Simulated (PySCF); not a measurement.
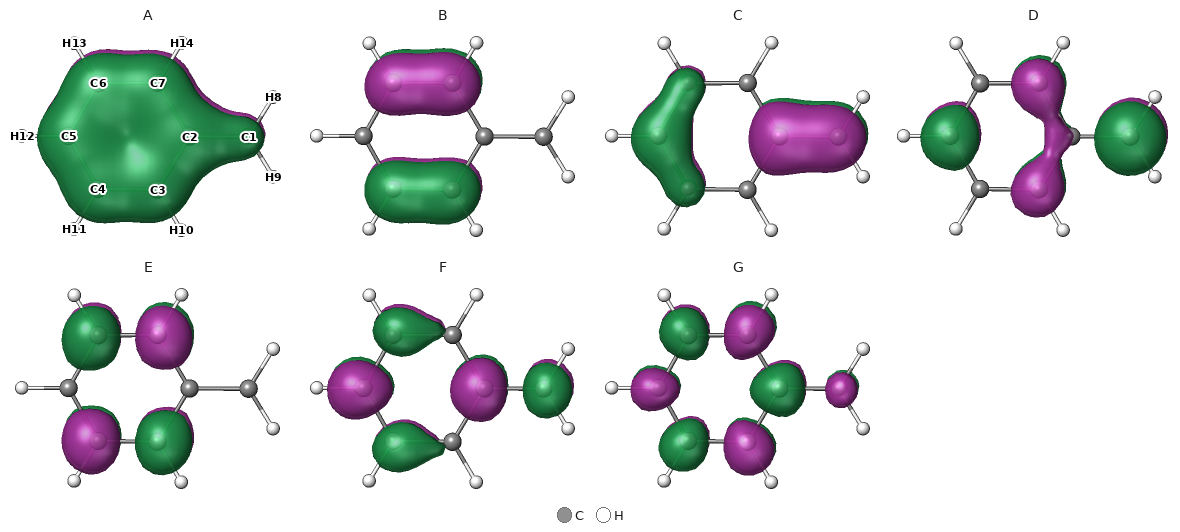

*C₇H₇, charge +1, SMILES `[CH2+]c1ccccc1`. Natural orbitals of the π active space, CASSCF(6,7), singlet state, in order of falling occupation.*

Computed with PySCF, 6-31G* basis, geometry: GFN2-xTB. No frequency check shows the geometry to be a minimum.

Coordinates in Å:

```
C1      -2.3518    0.0001    0.0000
C2      -0.9881   -0.0000    0.0000
C3      -0.2509    1.2359    0.0000
C4       1.1182    1.2216    0.0000
C5       1.8048    0.0000    0.0000
C6       1.1181   -1.2216    0.0000
C7      -0.2510   -1.2358    0.0000
H8      -2.9176   -0.9208    0.0000
H9      -2.9176    0.9210    0.0000
H10     -0.7986    2.1669    0.0000
H11      1.6754    2.1464    0.0000
H12      2.8862   -0.0000    0.0000
H13      1.6752   -2.1465    0.0000
H14     -0.7988   -2.1668    0.0000
```

> What are the natural occupation numbers?

A 1.95, B 1.91, C 1.89, D 0.11, E 0.07, F 0.04, G 0.03.

> How multiconfigurational is the state?

The leading determinant weighs 0.88; the effective number of unpaired electrons, Σ n²(2−n)², is 0.16; the most occupied of the weakly occupied orbitals holds 0.11 e, as in an ordinary closed-shell π system. The active space lowers the energy by 2.21 eV against Hartree–Fock.

> Where does the lowest triplet lie relative to the singlet, at this geometry and within this active space?

2.39 eV above it by strongly contracted NEVPT2 (+2.21 eV by CASSCF); a small basis tends to put such gaps a few tenths of an eV too high. This is a vertical energy for π states alone; a state that uses lone pairs or σ orbitals may lie lower.
